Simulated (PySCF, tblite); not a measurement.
# C₆H₁₂OSi₂: geometry, infrared bands, NMR shifts, electronic excitations and core binding energies, part 2 of 3

tblite 0.8.0 and PySCF 2.14.0. Atoms count from 0. The steps go on from the part before.

## (5) NMR shieldings: PBE0/pcSseg-1

What the job is given:

```
{"job": {"kind": "nmr", "xc": "PBE0", "basis": "pcSseg-1"}, "charge": 0, "multiplicity": 1}
C      4.148850     0.028011     1.248845
C      2.859850    -0.180866     0.618007
C      1.777184    -0.351159     0.082852
Si     0.135515    -0.626007    -0.659735
O     -0.007867     0.117150    -2.159238
Si    -1.367080     1.090795    -2.336718
C     -2.310457     0.636874    -0.758290
C     -1.252416     0.250833     0.298823
C     -1.812280    -0.504023     1.497819
H      4.728501    -0.907808     1.284873
H      4.739995     0.771877     0.692250
H      4.028891     0.394039     2.280432
H     -0.086319    -2.095253    -0.800836
H     -0.967670     2.530237    -2.385974
H     -2.093654     0.750424    -3.594427
H     -2.948104    -0.237561    -0.985375
H     -2.986485     1.430414    -0.397277
H     -0.773295     1.181455     0.660079
H     -2.273388    -1.456613     1.189321
H     -1.025303    -0.739986     2.232231
H     -2.586817     0.082996     2.018351
```

With the program's defaults for keys left out, this is: GIAO PBE0/pcSseg-1 NMR shielding, non-relativistic, gas phase.

Log:

```text
coarse grid: 18296 points
cycle   1  E = -889.2293459980  dE =  9.321e-01  |g| = 8.580e-01  |ddm| = 4.390e+00
cycle   2  E = -888.9972822967  dE =  2.321e-01  |g| = 1.377e+00  |ddm| = 2.036e+00
cycle   3  E = -889.3712515032  dE = -3.740e-01  |g| = 1.979e-01  |ddm| = 1.473e+00
cycle   4  E = -889.3793581704  dE = -8.107e-03  |g| = 7.172e-02  |ddm| = 2.261e-01
cycle   5  E = -889.3801301850  dE = -7.720e-04  |g| = 4.757e-02  |ddm| = 7.860e-02
cycle   6  E = -889.3806649868  dE = -5.348e-04  |g| = 6.898e-03  |ddm| = 3.779e-02
cycle   7  E = -889.3806760757  dE = -1.109e-05  |g| = 2.169e-03  |ddm| = 8.486e-03
cycle   8  E = -889.3806773140  dE = -1.238e-06  |g| = 3.410e-04  |ddm| = 2.581e-03
final grid: 166776 points
cycle   9  E = -889.4445021385  dE = -2.538e-05  |g| = 9.915e-03  |ddm| = 3.689e-02
cycle  10  E = -889.4444769438  dE =  2.519e-05  |g| = 1.490e-02  |ddm| = 2.047e-02
cycle  11  E = -889.4445233994  dE = -4.646e-05  |g| = 1.929e-03  |ddm| = 1.278e-02
cycle  12  E = -889.4445241700  dE = -7.706e-07  |g| = 3.821e-04  |ddm| = 1.737e-03
cycle  13  E = -889.4445241909  dE = -2.085e-08  |g| = 2.514e-04  |ddm| = 4.530e-04
cycle  14  E = -889.4445242064  dE = -1.551e-08  |g| = 4.576e-05  |ddm| = 1.969e-04
cycle  15  E = -889.4445242069  dE = -4.725e-10  |g| = 1.315e-05  |ddm| = 5.691e-05
converged SCF energy = -889.4445242069

GIAO shielding tensors (ppm)
atom      isotropic    diamagn.    paramagn.     s11        s22        s33       span
  0 C      178.639     250.866     -72.227    169.521    169.953    196.441     26.920
  1 C       71.602     276.127    -204.525    -25.123    -19.174    259.103    284.226
  2 C       99.550     257.728    -158.178     12.398     14.903    271.350    258.952
  3 Si     365.039     883.517    -518.478    316.307    357.851    420.959    104.652
  4 O      282.457     399.576    -117.119    222.645    296.467    328.258    105.614
  5 Si     352.380     879.216    -526.835    298.573    337.479    421.089    122.516
  6 C      165.326     253.841     -88.516    145.531    164.079    186.366     40.836
  7 C      163.228     258.104     -94.876    155.374    165.484    168.827     13.453
  8 C      166.660     245.644     -78.984    152.947    161.685    185.347     32.400
  9 H       29.271      25.573       3.698     24.324     27.367     36.121     11.797
 10 H       29.251      27.056       2.196     24.280     27.527     35.947     11.667
 11 H       29.335      29.279       0.056     24.262     27.866     35.877     11.615
 12 H       26.576      30.900      -4.324     23.629     24.617     31.483      7.853
 13 H       26.265      28.974      -2.709     22.863     23.989     31.942      9.079
 14 H       26.180      27.456      -1.277     22.865     23.758     31.916      9.051
 15 H       30.552      31.400      -0.848     26.435     28.563     36.659     10.224
 16 H       30.277      30.425      -0.148     26.006     27.517     37.307     11.301
 17 H       30.265      36.771      -6.506     27.139     28.339     35.316      8.177
 18 H       30.458      30.604      -0.147     26.545     28.237     36.591     10.046
 19 H       29.902      31.130      -1.228     24.483     28.508     36.715     12.233
 20 H       29.899      29.674       0.225     25.516     27.379     36.802     11.286
```

Run time: 96 s. Hardware: 1 thread of Arm Neoverse N1, shared host; peak memory 1.1 GiB.

The references, computed at this level on geometries of the same kind, shield at (ppm): 1H TMS 31.27, 13C TMS 184.4, 29Si TMS 352.0, 17O H2O 334.6. Their shielding less the atom's gives the shift. The references are single molecules in the gas phase, so shifts against H2O, NH3, PH3, H3PO4 or CFCl3 are not on the usual liquid scales and can be off by tens of ppm. Atoms listed in one row are averaged.

| atoms | environment | σ (ppm) | δ (ppm) | δ scaled to CDCl3 |
| --- | --- | --- | --- | --- |
| C1 | alkyne carbon | 71.6 | 112.8 | 109.0 |
| C2 | alkyne carbon | 99.6 | 84.9 | 81.9 |
| C7 | sp3 CH bonded to Si | 163.2 | 21.2 | 20.1 |
| C6 | sp3 CH2 bonded to Si | 165.3 | 19.1 | 18.0 |
| C8 | methyl carbon | 166.7 | 17.7 | 16.7 |
| C0 | propargylic methyl carbon | 178.6 | 5.8 | 5.1 |
| H14 | hydrogen on a silicon bonded to C, O, in a 5-membered ring | 26.18 | 5.09 | – |
| H13 | hydrogen on a silicon bonded to C, O, in a 5-membered ring | 26.27 | 5.00 | – |
| H12 | hydrogen on a silicon bonded to 2 C, O, in a 5-membered ring | 26.58 | 4.69 | – |
| H9, H10, H11 | hydrogen on a propargylic methyl carbon | 29.29 | 1.98 | 2.09 |
| H18, H19, H20 | hydrogen on a methyl carbon | 30.09 | 1.18 | 1.34 |
| H17 | hydrogen on an sp3 CH bonded to Si | 30.26 | 1.00 | 1.17 |
| H16 | hydrogen on an sp3 CH2 bonded to Si | 30.28 | 0.99 | 1.15 |
| H15 | hydrogen on an sp3 CH2 bonded to Si | 30.55 | 0.71 | 0.89 |
| Si5 | silicon bonded to C, O, 2 H, in a 5-membered ring | 352.4 | -0.4 | – |
| Si3 | silicon bonded to 2 C, O, H, in a 5-membered ring | 365.0 | -13.0 | – |
| O4 | oxygen bonded to 2 Si, in a 5-membered ring | 282.5 | 52.1 | – |

The scaled column applies a straight-line fit of computed shieldings to shifts measured in CDCl3 (root-mean-square error 0.21 ppm for H, 2.0 ppm for C).

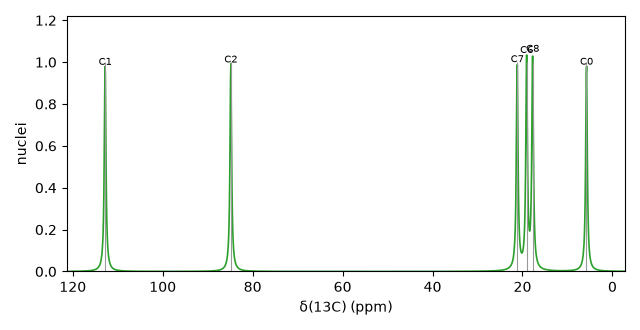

13C lines at the computed shifts, without couplings. Lines are broadened to a width of 0.43 ppm (Lorentzian).

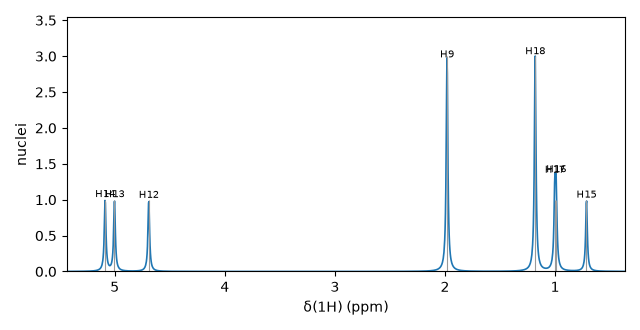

1H lines at the computed shifts, without couplings. Lines are broadened to a width of 0.02 ppm (Lorentzian).

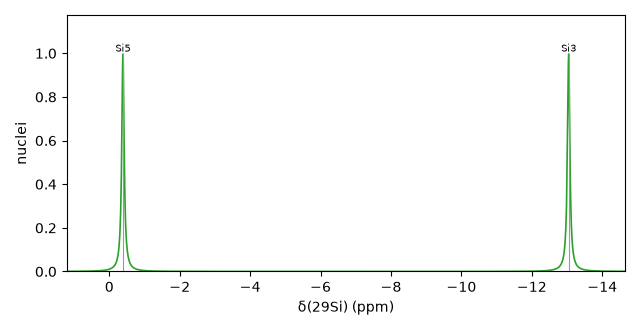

29Si lines at the computed shifts, without couplings. Lines are broadened to a width of 0.08 ppm (Lorentzian).

Charges from the same density, by scheme (e):

| atoms | Mulliken | IAO | Hirshfeld | ESP fit |
| --- | --- | --- | --- | --- |
| C0 | -0.19 | -0.43 | -0.09 | -0.55 |
| C1 | -0.12 | 0.02 | -0.02 | 0.32 |
| C2 | -0.39 | -0.40 | -0.18 | -0.63 |
| Si3 | 1.01 | 1.12 | 0.41 | 0.83 |
| O4 | -0.75 | -0.87 | -0.32 | -0.52 |
| Si5 | 0.85 | 0.98 | 0.40 | 0.58 |
| C6 | -0.51 | -0.55 | -0.16 | -0.58 |
| C7 | -0.62 | -0.38 | -0.11 | 0.08 |
| C8 | -0.22 | -0.40 | -0.12 | -0.51 |

IAO charges:

C0 -0.43; C1 0.02; C2 -0.40; Si3 1.12; O4 -0.87; Si5 0.98; C6 -0.55; C7 -0.38; C8 -0.40; H9 0.17; H10 0.18; H11 0.17; H12 -0.14; H13 -0.15; H14 -0.14; H15 0.14; H16 0.14; H17 0.14; H18 0.13; H19 0.14; H20 0.13

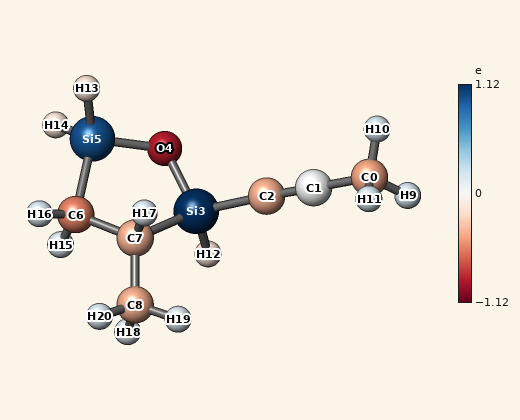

IAO charges, as colours on the atoms.

Mayer bond orders: C0–C1 1.19, C1–C2 2.48, C2–Si3 0.99, Si3–O4 0.94, O4–Si5 0.92, Si5–C6 0.91, C6–C7 0.99, C7–C8 1.05, C7–Si3 0.86.

Ring of atoms Si3, O4, Si5, C6, C7: NICS(0) -5.2, NICS(1) -3.1, NICS(1)zz -1.1 ppm (means of both faces).

## (6) Excited states and response: CAM-B3LYP/def2-SVPD

Settings changed since step 5:

```diff
@@ -1,2 +1,2 @@
-{"job": {"kind": "nmr", "xc": "PBE0", "basis": "pcSseg-1"}, "charge": 0, "multiplicity": 1}
+{"job": {"kind": "uv", "xc": "CAM-B3LYP", "basis": "def2-SVPD", "ip": true}, "charge": 0, "multiplicity": 1}
 C      4.148850     0.028011     1.248845
```

Method: TDDFT CAM-B3LYP/def2-SVPD, vertical, gas phase, core orbitals frozen in the response.

Log:

```text
coarse grid: 18296 points
cycle   1  E = -889.2847268346  dE =  1.057e+00  |g| = 8.087e-01  |ddm| = 1.100e+01
cycle   2  E = -889.1770368494  dE =  1.077e-01  |g| = 1.128e+00  |ddm| = 3.589e+00
cycle   3  E = -889.4223515829  dE = -2.453e-01  |g| = 1.137e-01  |ddm| = 1.852e+00
cycle   4  E = -889.4250130403  dE = -2.661e-03  |g| = 4.785e-02  |ddm| = 3.116e-01
cycle   5  E = -889.4255533262  dE = -5.403e-04  |g| = 1.738e-02  |ddm| = 1.478e-01
cycle   6  E = -889.4256215774  dE = -6.825e-05  |g| = 4.826e-03  |ddm| = 3.513e-02
cycle   7  E = -889.4256270518  dE = -5.474e-06  |g| = 1.193e-03  |ddm| = 1.421e-02
final grid: 166776 points
cycle   8  E = -889.5676886036  dE = -3.190e-05  |g| = 3.698e-03  |ddm| = 1.257e-01
cycle   9  E = -889.5676883799  dE =  2.237e-07  |g| = 3.893e-03  |ddm| = 1.513e-02
cycle  10  E = -889.5676921542  dE = -3.774e-06  |g| = 5.536e-04  |ddm| = 6.594e-03
cycle  11  E = -889.5676922118  dE = -5.765e-08  |g| = 2.385e-04  |ddm| = 1.144e-03
cycle  12  E = -889.5676922243  dE = -1.247e-08  |g| = 8.118e-05  |ddm| = 5.194e-04
cycle  13  E = -889.5676922260  dE = -1.659e-09  |g| = 1.855e-05  |ddm| = 1.832e-04
cycle  14  E = -889.5676922261  dE = -9.095e-11  |g| = 7.463e-06  |ddm| = 4.264e-05
converged SCF energy = -889.5676922261

Static polarisability (au): isotropic 122.582, principal 99.623 113.055 155.067

Singlet excitations
state   eV       nm        f      main configurations
  1   5.7124    217.0   0.00071   H->L 0.58
  2   6.0752    204.1   0.00207   H-1->L 0.38, H-1->L+3 0.10, H->L+3 0.09
  3   6.2005    200.0   0.00121   H-1->L+3 0.27, H-1->L+2 0.17, H-1->L+1 0.13
  4   7.1047    174.5   0.01642   H-2->L 0.53, H->L 0.20, H-3->L 0.08
  5   7.1888    172.5   0.01502   H->L+1 0.66, H->L+2 0.15
  6   7.3768    168.1   0.01128   H-1->L+1 0.53, H-1->L+2 0.35
  7   7.4470    166.5   0.00296   H-3->L 0.54, H-4->L 0.12
  8   7.4757    165.8   0.06855   H->L+2 0.43, H-2->L+1 0.21, H->L+1 0.10
  9   7.6703    161.6   0.01010   H-4->L 0.55
 10   7.8946    157.0   0.25381   H->L+3 0.39, H-3->L+1 0.16, H-2->L+3 0.15

Triplet excitations (Tamm-Dancoff, eV): 4.8529 5.2400 5.3094 5.9188
Vertical ionisation energy (delta-SCF) = 9.4210 eV
```

Run time: 21 min. Hardware: 1 thread of Arm Neoverse N1, shared host; peak memory 1.5 GiB.

The orbitals next to the gap, with their largest atomic shares:

| orbital | eV | atoms |
| --- | --- | --- |
| HOMO−3 | -9.73 | C6 20 %, O4 18 %, C7 13 % |
| HOMO−2 | -9.69 | C2 16 %, C1 13 %, O4 11 % |
| HOMO−1 | -9.18 | C2 41 %, C1 37 %, C0 8 % |
| HOMO | -8.80 | C2 23 %, C1 23 %, C7 14 % |
| LUMO | 0.82 | Si3 19 %, C1 16 %, C2 15 % |
| LUMO+1 | 1.11 | C0 14 %, C1 14 %, Si3 11 % |
| LUMO+2 | 1.32 | C0 22 %, C1 14 %, H9 11 % |

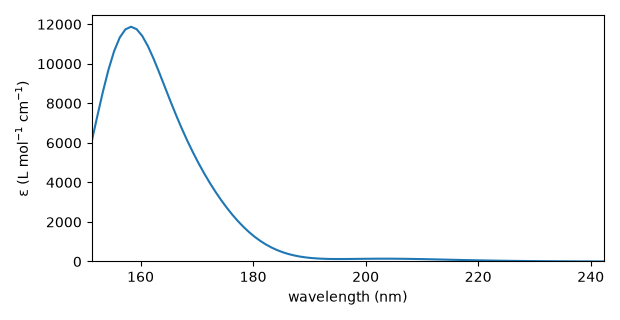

Absorption spectrum: each of the 10 states is a Gaussian band of 0.4 eV half-width at 1/e. Beyond the last state computed it falls off for lack of states.

Further results of this job:

| property | computed |
| --- | --- |
| dipole moment (D) | 2.20 |
| polarisability (Å³) | 18.16 |
| HOMO–LUMO gap (eV) | 9.62 |
| −ε(HOMO) (eV) | 8.80 |

## (7) Nuclear shieldings: WP04/pcSseg-1

Settings changed since step 6:

```diff
@@ -1,2 +1,2 @@
-{"job": {"kind": "uv", "xc": "CAM-B3LYP", "basis": "def2-SVPD", "ip": true}, "charge": 0, "multiplicity": 1}
+{"job": {"kind": "nmr", "xc": "WP04", "basis": "pcSseg-1", "pop": false}, "charge": 0, "multiplicity": 1}
 C      4.148850     0.028011     1.248845
```

Level: GIAO WP04/pcSseg-1 NMR shielding, non-relativistic, gas phase.

Log:

```text
coarse grid: 18296 points
cycle   1  E = -903.6276184317  dE =  8.478e-01  |g| = 1.290e+00  |ddm| = 4.523e+00
cycle   2  E = -902.8560950017  dE =  7.715e-01  |g| = 2.263e+00  |ddm| = 3.302e+00
cycle   3  E = -903.9261188005  dE = -1.070e+00  |g| = 3.971e-01  |ddm| = 2.719e+00
cycle   4  E = -903.9559167646  dE = -2.980e-02  |g| = 1.695e-01  |ddm| = 4.746e-01
cycle   5  E = -903.9589451201  dE = -3.028e-03  |g| = 1.324e-01  |ddm| = 1.911e-01
cycle   6  E = -903.9631322748  dE = -4.187e-03  |g| = 2.262e-02  |ddm| = 1.006e-01
cycle   7  E = -903.9632492549  dE = -1.170e-04  |g| = 7.434e-03  |ddm| = 2.508e-02
cycle   8  E = -903.9632636539  dE = -1.440e-05  |g| = 1.041e-03  |ddm| = 8.550e-03
cycle   9  E = -903.9632638823  dE = -2.284e-07  |g| = 4.028e-04  |ddm| = 1.283e-03
final grid: 166776 points
cycle  10  E = -904.0536506906  dE = -4.552e-05  |g| = 8.905e-03  |ddm| = 4.017e-02
cycle  11  E = -904.0536287197  dE =  2.197e-05  |g| = 1.324e-02  |ddm| = 1.782e-02
cycle  12  E = -904.0536682774  dE = -3.956e-05  |g| = 2.412e-03  |ddm| = 1.144e-02
cycle  13  E = -904.0536694394  dE = -1.162e-06  |g| = 6.641e-04  |ddm| = 2.153e-03
cycle  14  E = -904.0536695165  dE = -7.708e-08  |g| = 3.647e-04  |ddm| = 7.026e-04
cycle  15  E = -904.0536695478  dE = -3.132e-08  |g| = 8.352e-05  |ddm| = 2.785e-04
cycle  16  E = -904.0536695493  dE = -1.476e-09  |g| = 2.208e-05  |ddm| = 9.107e-05
cycle  17  E = -904.0536695494  dE = -1.110e-10  |g| = 4.282e-06  |ddm| = 2.291e-05
converged SCF energy = -904.0536695494

GIAO shielding tensors (ppm)
atom      isotropic    diamagn.    paramagn.     s11        s22        s33       span
  0 C      164.455     253.667     -89.212    155.515    155.910    181.939     26.424
  1 C       68.104     276.165    -208.061    -31.638    -26.565    262.514    294.153
  2 C       93.347     255.117    -161.770      4.448      6.422    269.173    264.725
  3 Si     364.195     886.864    -522.670    322.564    358.454    411.566     89.002
  4 O      279.812     403.879    -124.067    236.553    289.026    313.856     77.304
  5 Si     349.954     881.616    -531.662    305.362    338.680    405.819    100.457
  6 C      153.224     255.211    -101.986    135.418    151.352    172.904     37.486
  7 C      149.158     260.329    -111.171    140.161    151.778    155.535     15.374
  8 C      153.144     246.991     -93.848    140.432    147.540    171.459     31.027
  9 H       29.600      25.637       3.962     25.024     27.833     35.942     10.919
 10 H       29.579      27.593       1.986     24.971     27.991     35.775     10.804
 11 H       29.659      30.569      -0.910     24.973     28.297     35.708     10.735
 12 H       27.525      32.736      -5.211     24.635     25.555     32.385      7.750
 13 H       27.331      30.131      -2.800     24.106     25.049     32.839      8.733
 14 H       27.262      27.987      -0.725     24.030     24.826     32.929      8.899
 15 H       30.952      31.633      -0.681     27.173     29.133     36.550      9.376
 16 H       30.682      30.252       0.430     26.798     28.141     37.106     10.308
 17 H       30.644      38.550      -7.906     27.979     28.885     35.068      7.089
 18 H       30.741      31.188      -0.447     27.200     28.654     36.368      9.168
 19 H       30.296      32.494      -2.199     25.385     29.001     36.501     11.116
 20 H       30.270      29.539       0.731     26.249     27.953     36.608     10.359
```

It took 93 s on 1 thread of Arm Neoverse N1, shared host; peak memory 1.2 GiB.

This run: δ C1 104.3, C2 79.1, C7 23.3, C8 19.3, H14 4.30, H13 4.23 ppm.

(Part 2 of 3 ends here.)
